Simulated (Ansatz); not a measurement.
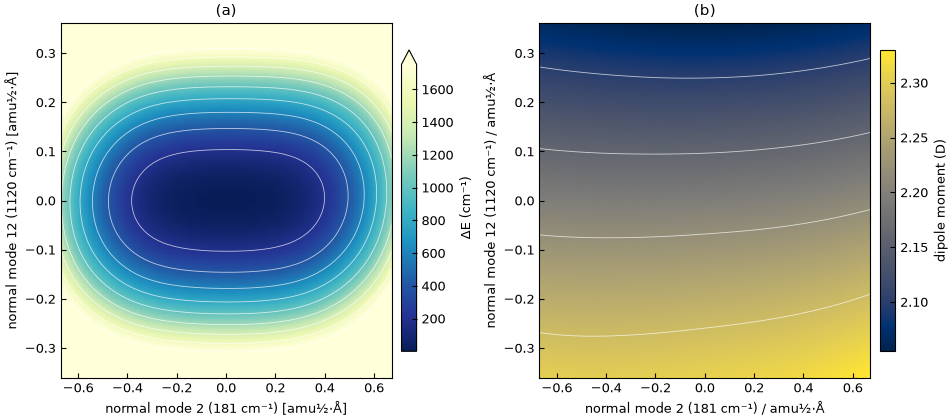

C₂H₆BCl, SMILES BCCCl. 
- Coordinates scanned: (1) normal mode 2 (181 cm⁻¹); (2) normal mode 12 (1120 cm⁻¹).
- Nothing is relaxed (straight displacements along the two mass-weighted modes).
- The scan uses a 9 × 9 grid.
- Points are written as (first, second).
- Energies are in cm⁻¹, from the relaxed molecule at the same level.
- All numbers below come from Ansatz 0.2.0, RKS PBE-D4/def2-TZVP.

Panel (a) is the energy; panel (b) is the computed dipole moment, in D.

The picture shows a smooth colour map with a few white contour lines, one colour for all values above the top of the scale. Between grid points the surface is interpolated.

How does the dipole moment vary over the map, and what is it at the lowest grid point?

Leaving out the highest fifth of the energies, it runs from 2.06 D at (0.000 amu½·Å, 0.36 amu½·Å) to 2.31 D at (0.168 amu½·Å, −0.36 amu½·Å). At the lowest grid point, (0.000 amu½·Å, 0.00 amu½·Å), it is 2.20 D.

```csv
"second ↓, first →",−0.671,−0.503,−0.336,−0.168,0.000,0.168,0.336,0.503,0.671
0.36,2.07,2.06,2.06,2.06,2.06,2.06,2.06,2.06,2.07
0.27,2.10,2.10,2.09,2.09,2.09,2.09,2.10,2.10,2.11
0.18,2.13,2.13,2.13,2.13,2.13,2.13,2.13,2.14,2.14
0.09,2.17,2.16,2.16,2.16,2.16,2.16,2.17,2.17,2.18
0.00,2.20,2.19,2.19,2.19,2.20,2.20,2.20,2.21,2.21
−0.09,2.23,2.23,2.22,2.23,2.23,2.23,2.23,2.24,2.25
−0.18,2.25,2.25,2.25,2.25,2.26,2.26,2.26,2.27,2.28
−0.27,2.28,2.28,2.28,2.28,2.28,2.29,2.29,2.30,2.30
−0.36,2.30,2.30,2.30,2.30,2.31,2.31,2.31,2.32,2.33
```
